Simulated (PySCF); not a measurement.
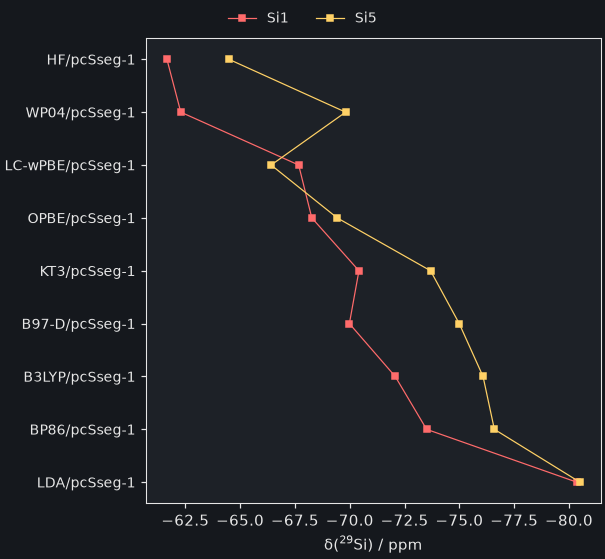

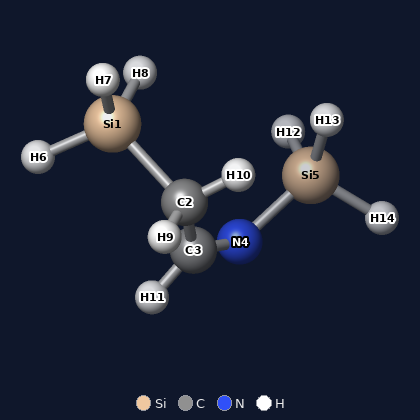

GIAO ²⁹Si shifts of C₂H₉NSi₂, SMILES [SiH3]C/C=N\[SiH3] at several levels, one geometry, PySCF 2.14.0, at a PBE0-D3(BJ)/def2-SVP geometry (no frequency check); values of one conformer, averaged over nuclei that symmetry, rotation about single bonds or inversion at nitrogen exchange, these motions taken as fast; other conformers aren't averaged in; each against TMS at the same level.

How much does each signal move over these levels?

Answer.
| atoms | lowest | highest | spread (ppm) |
| --- | --- | --- | --- |
| Si1 | −80.4 | −61.7 | 18.7 |
| Si5 | −80.5 | −64.5 | 16.0 |

Do all levels give the signals in the same order?

Answer. No, some signals change places between levels.
